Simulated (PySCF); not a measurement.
C₅H₈NPSi (SMILES Cc1ccpc([SiH3])n1)

```xyz
16

C    -1.3143    2.0412    0.3549
C    -0.8588    0.6408    0.0776
C    -1.7931   -0.3532   -0.2138
C    -1.4320   -1.6553   -0.4766
P     0.2072   -2.2321   -0.4823
C     1.0256   -0.7257   -0.0851
Si    2.9205   -0.7052    0.0612
N     0.4476    0.4365    0.1299
H    -1.8536    2.4404   -0.5031
H    -1.9842    2.0591    1.2137
H    -0.4521    2.6690    0.5594
H    -2.8407   -0.0807   -0.2308
H    -2.2099   -2.3789   -0.6956
H     3.3332    0.6544    0.3908
H     3.3116   -1.6558    1.1063
H     3.4853   -1.1455   -1.2179
```

Geometry: GFN2-xTB.

Computed with PBE0/def2-SVPD, SCF density, gas phase in PySCF.

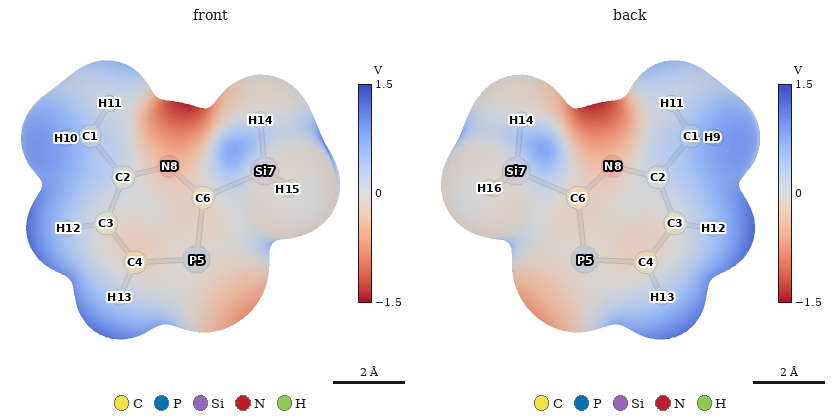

Figure 1. The molecular electrostatic potential painted on the density surface at 0.002 e/bohr³, seen from the front and from behind; red is negative and blue positive.

**Where is the surface potential most negative and most positive?**

The most negative region (about −1.4 V) lies over N8, the most positive (about +1.2 V) over H12 and H13. N8 is the likeliest acceptor of a hydrogen bond.

**How polar is the molecule by this calculation?**

Its dipole moment is 2.42 D.

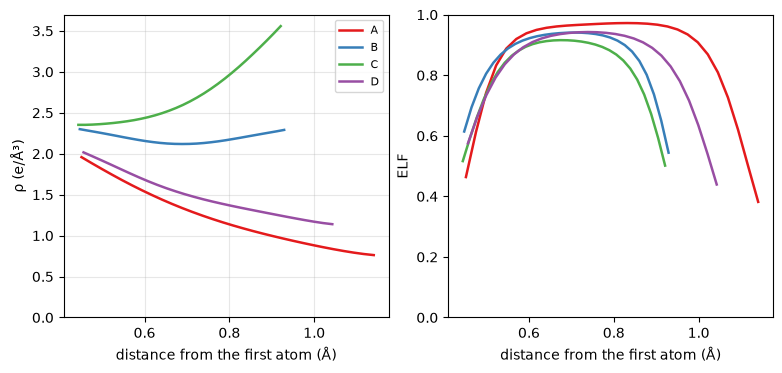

Figure 2. Electron density and ELF along straight lines between neighbouring atoms. The curves leave out the atomic cores.

**Which curve belongs to which contact (C–C, C–N, C–P and C–Si)? The first atom named is at distance zero.**

Curve A: C–Si (1.90 Å): ρ at the midpoint is about 0.94 e/Å³; the ELF peaks at about 1 between the atoms; localised, covalent bonding. Curve B: C–C (1.38 Å): the density is about 2.1 e/Å³ at the midpoint; the ELF peaks at about 0.95 between the atoms, as expected for a covalent bond. Curve C: C–N (1.32 Å): the density is about 2.5 e/Å³ at the midpoint; the ELF peaks at about 0.90 between the atoms: localised, covalent bonding. Curve D: C–P (1.74 Å): ρ at the midpoint is about 1.3 e/Å³; the ELF peaks at about 0.95 between the atoms, as expected for a covalent bond.
